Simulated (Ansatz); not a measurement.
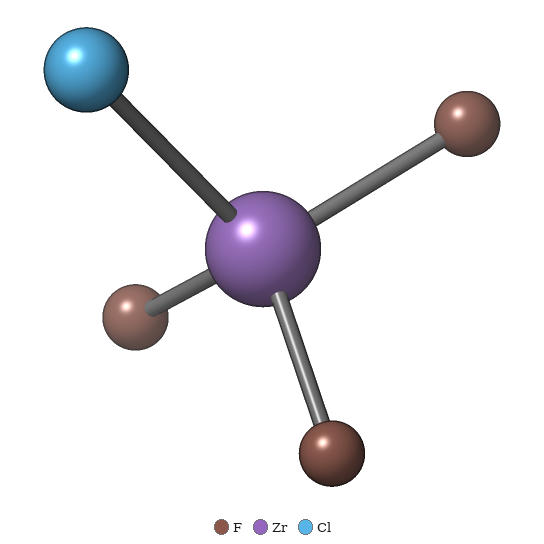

The species is neutral and a spin singlet. The geometry was computed by an optimisation with PBE0-D4/def2-TZVP. Properties computed with RKS B3LYP-D4/def2-TZVPP, core potentials on Zr (Ansatz 0.2.0).

Estimate the HOMO energy (Kohn–Sham orbital).

Answer. −9.71 eV.

Give the dipole moment at this level.

Answer. 0.09 D.

Give the HOMO–LUMO gap at this level.

Answer. 7.75 eV.
